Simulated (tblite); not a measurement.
# C7H8O2Si: the cost of one run

Programs: tblite 0.8.0 and PySCF 2.14.0, with density-fitted response routines of our own. Each step states its level of theory. These are calculated values for one molecule in the gas phase, unless marked as measured. Atoms count from 0, in the outputs and in this text.

### Step 1. The molecule as given

18 atoms, charge 0, multiplicity 1; geometry from: force field or distance geometry start.

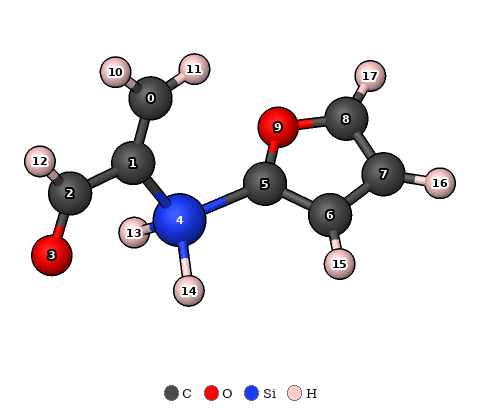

As it starts; carbon dark grey, oxygen red, silicon blue, hydrogen pink, atoms numbered.

### Step 2. Relaxing the molecule with GFN2-xTB

The job: settings as JSON, then the geometry in Å.

```
{"job": {"kind": "relax", "xc": "GFN2-xTB", "basis": "xTB"}, "charge": 0, "multiplicity": 1}
C     -1.936600     0.152900    -1.635900
C     -1.943600    -0.137400    -0.370000
C     -3.247800    -0.164900     0.314000
O     -3.296200    -0.436100     1.531100
Si    -0.478700    -0.529300     0.650200
C      1.123200    -0.219600    -0.202400
C      2.037100     0.740700     0.204200
C      3.140900     0.698900    -0.651900
C      2.818500    -0.320500    -1.560300
O      1.641700    -0.810500    -1.247100
H     -2.933600     0.360100    -2.081900
H     -1.077400     0.209300    -2.265600
H     -4.171000     0.068000    -0.251800
H     -0.515600    -1.955600     1.064000
H     -0.582000     0.256700     1.909200
H      1.943500     1.423500     1.061400
H      4.029000     1.309500    -0.623600
H      3.439800    -0.639100    -2.384700
```

The run is started by

```bash
$ OMP_NUM_THREADS=1 python probes_run.py task.json out
```

The driver reads the jobs from task.json and runs them one after another.

**Question.** How long does this first job take on 1 thread of Intel Xeon Platinum 8488C, shared host?

About 1.1 s.
